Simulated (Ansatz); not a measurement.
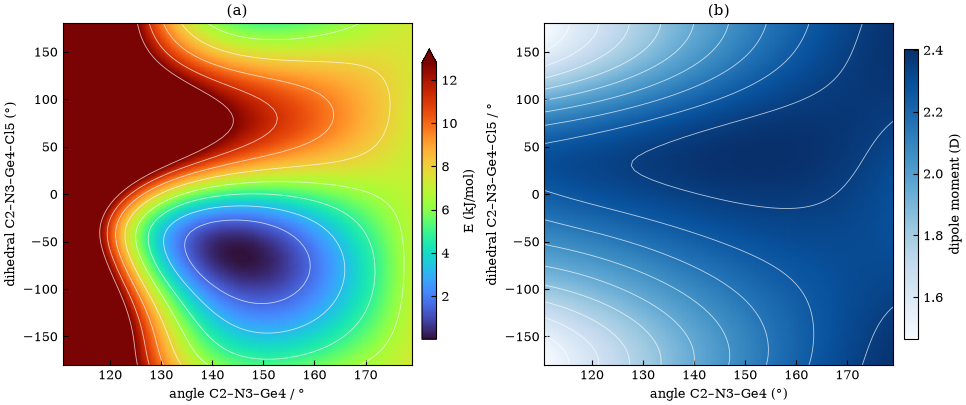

CHClGeNO, SMILES O=C=[N][GeH][Cl], spin multiplicity 2. 
- Coordinates scanned: (1) angle C2–N3–Ge4; (2) dihedral C2–N3–Ge4–Cl5.
- Nothing is relaxed (all other coordinates rigid).
- The scan uses an 11 × 10 grid.
- Points are written as (first, second).
- Energies are in kJ/mol, from the relaxed molecule at the same level.
- Method: UKS r2SCAN-D4/def2-SVP (Ansatz 0.2.0).

Panel (a) is the energy and panel (b) the computed dipole moment on the same grid.

The picture shows a smooth colour map with a few white contour lines, one colour for all values above the top of the scale. Between grid points the surface is interpolated.

> How does the dipole moment vary over the map, and what is it at the lowest grid point?

Leaving out the highest fifth of the energies, it runs from 1.70 D at (124.4°, −180°) to 2.40 D at (151.7°, 36°). At the lowest grid point, (144.9°, −72°), it is 2.20 D.

| dihedral C2–N3–Ge4–Cl5 ↓, angle C2–N3–Ge4 → | 110.7 | 117.5 | 124.4 | 131.2 | 138.0 | 144.9 | 151.7 | 158.5 | 165.3 | 172.2 | 179.0 |
| --- | --- | --- | --- | --- | --- | --- | --- | --- | --- | --- | --- |
| 144 | 1.59 | 1.69 | 1.79 | 1.89 | 1.99 | 2.09 | 2.17 | 2.25 | 2.31 | 2.36 | 2.39 |
| 108 | 1.87 | 1.94 | 2.01 | 2.08 | 2.15 | 2.22 | 2.28 | 2.32 | 2.35 | 2.37 | 2.38 |
| 72 | 2.15 | 2.19 | 2.23 | 2.28 | 2.32 | 2.35 | 2.37 | 2.38 | 2.38 | 2.37 | 2.35 |
| 36 | 2.29 | 2.32 | 2.34 | 2.36 | 2.38 | 2.40 | 2.40 | 2.40 | 2.38 | 2.35 | 2.31 |
| 0 | 2.24 | 2.27 | 2.30 | 2.32 | 2.34 | 2.36 | 2.37 | 2.37 | 2.36 | 2.33 | 2.29 |
| −36 | 2.12 | 2.15 | 2.19 | 2.22 | 2.25 | 2.28 | 2.31 | 2.32 | 2.32 | 2.31 | 2.29 |
| −72 | 1.97 | 2.00 | 2.05 | 2.10 | 2.15 | 2.20 | 2.24 | 2.27 | 2.29 | 2.31 | 2.31 |
| −108 | 1.78 | 1.84 | 1.90 | 1.97 | 2.04 | 2.11 | 2.17 | 2.23 | 2.27 | 2.31 | 2.34 |
| −144 | 1.57 | 1.67 | 1.76 | 1.86 | 1.95 | 2.04 | 2.12 | 2.20 | 2.27 | 2.33 | 2.37 |
| −180 | 1.46 | 1.58 | 1.70 | 1.81 | 1.92 | 2.02 | 2.12 | 2.20 | 2.28 | 2.34 | 2.39 |
